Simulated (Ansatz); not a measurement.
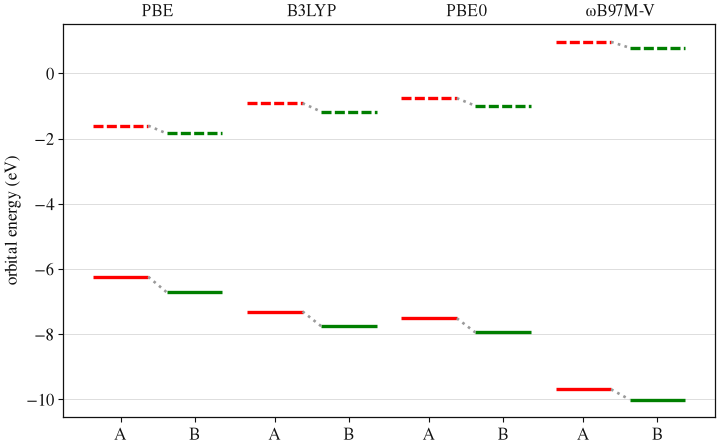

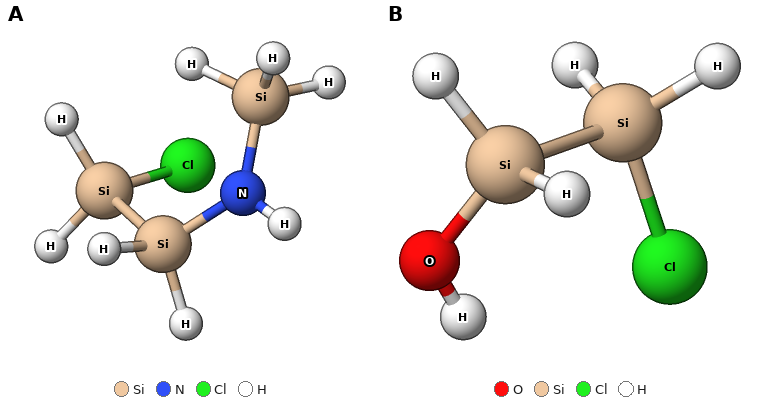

One change: A, Si₃NH₈Cl (SMILES [SiH3]N[SiH2][SiH2]Cl), becomes B, Si₂H₅OCl (SMILES O[SiH2][SiH2]Cl). SiNH₄ (bound through N) on Si is replaced by OH. HOMO (solid) and LUMO (dashed) computed in def2-TZVPP at PBE0-D4/def2-TZVP geometries, both minima by their frequencies, gas phase, the Ansatz code. Empty levels above zero depend strongly on the basis.

> What does the change do to HOMO and LUMO?

PBE: the HOMO falls by 0.48 eV, the LUMO falls by 0.24 eV, and the separation goes from 4.64 to 4.87 eV. B3LYP: the HOMO falls by 0.45 eV, the LUMO falls by 0.26 eV, and the separation goes from 6.39 to 6.58 eV. PBE0: the HOMO falls by 0.43 eV, the LUMO falls by 0.24 eV, and the separation goes from 6.75 to 6.95 eV. ωB97M-V: the HOMO falls by 0.31 eV, the LUMO falls by 0.18 eV, and the separation goes from 10.66 to 10.79 eV.

> Do the functionals agree on the effect?

They agree on the direction for both levels; the HOMO shift lies between −0.48 and −0.31 eV and the LUMO shift between −0.26 and −0.18 eV, while the separations themselves differ by up to 6.0 eV between functionals.

Caveats: one conformer of each flexible molecule.
